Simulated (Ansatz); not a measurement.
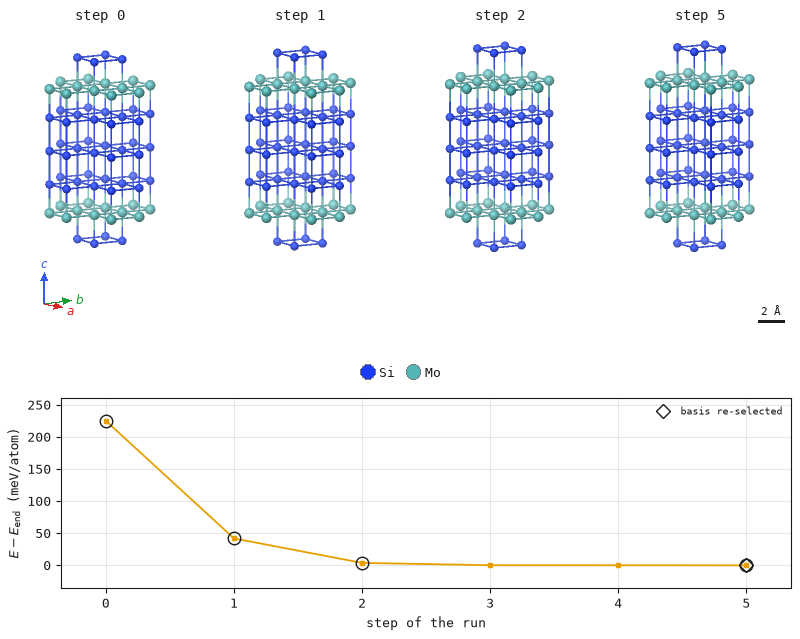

Frames of a relaxation of a crystal of Si3Mo (a generated structure, set up in P4/mmm) (coarse preliminary run), marked on the history of the run. A ball-and-stick model of the cell of the calculation, seen from a free direction.

All numbers below come from DFT PBE, scalar-relativistic, plane waves, PAW (Ansatz 0.2.0).

Input
```yaml
crystal:
  lattice:
    - [2.54834789, 0.0, 0.0]
    - [0.0, 2.54834789, 0.0]
    - [0.0, 0.0, 9.82930388]
  atoms:
    - { symbol: Si, position: [0.0, 0.0, 0.23122101] }
    - { symbol: Si, position: [0.0, 0.0, 0.5] }
    - { symbol: Si, position: [0.0, 0.0, 0.76877899] }
    - { symbol: Mo, position: [0.0, 0.0, 0.0] }
basis:
  ecutwfc: 420
kpoints:
  mp_grid: { grid: [6, 6, 2] }
hamiltonian:
  xc: pbe
scf:
  occupations: { method: gaussian, width: 0.1 }
  lower_state_search: "off"
output:
  forces: true
  stress: true
  eigenvalues: true
relax:
  adjacent_minimum: "off"
  f_tol: 0.04
  max_steps: 70
  cell: { stress_tol: 0.4 }
```

Command:
```bash
ansatz run input.yaml --threads 1 --pin off --max-ram 2560MiB --backend cpu --events-out ev --progress --plain --runs-dir out
```

**What happens along the run?**

After 4 accepted moves (5 points after the start) the energy has fallen by 225 meV per atom. The largest force component goes from 3.1 to 0.0043 eV/Å. The pressure goes from 10.87 to −0.02 GPa. The SCF was repeated once at an unchanged geometry on a basis and grid sized afresh for the cell, which shifted the energy by 0.1 meV per atom at most. The largest moves relative to the cell, 0.22 Å, are those of Si1 and Si3. Si3 goes along −c. Mo stays in place. The volume changes by +2.5 %, with a = b 2.548 → 2.521 Å (−1.1 %), c 9.829 → 10.296 Å (+4.7 %). Near-neighbour distances that change, for instance: Si1–Mo4 2.273 → 2.606 Å, Si1–Si2 2.642 → 2.542 Å, Mo4–Mo4 2.548 → 2.521 Å, Si1–Si1 2.548 → 2.521 Å. The space group stays P4/mmm (No. 123). Cost: 12 s on 1 thread of Intel(R) Xeon(R) Processor @ 2.70GHz, with other jobs on the host, peak memory 0.36 GiB. From step 0 to 1: Si atoms move most (0.15 Å), volume +3.1 %, energy −183 meV per atom. From step 1 to 2: Si atoms move most (0.10 Å), volume −2.3 %, energy −38.1 meV per atom. From step 2 to 5: Si atoms move most (0.03 Å), volume +1.8 %, energy −3.8 meV per atom.

| step | E − E(0), meV/atom | largest force component, eV/Å | pressure, GPa | volume, Å³/atom | note |
| --- | --- | --- | --- | --- | --- |
| 0 | 0.00 | 3.0620 | 10.87 | 15.958 |  |
| 1 | -183.12 | 1.0496 | 0.66 | 16.458 |  |
| 2 | -221.26 | 0.2610 | 2.20 | 16.075 |  |
| 3 | -224.89 | 0.0016 | 0.11 | 16.343 |  |
| 4 | -224.97 | 0.0041 | -0.02 | 16.361 |  |
| 5 | -225.08 | 0.0043 | -0.02 | 16.361 | same geometry, new basis |

Limits of the set-up: the k-point mesh is coarse for a cell with partly filled bands.
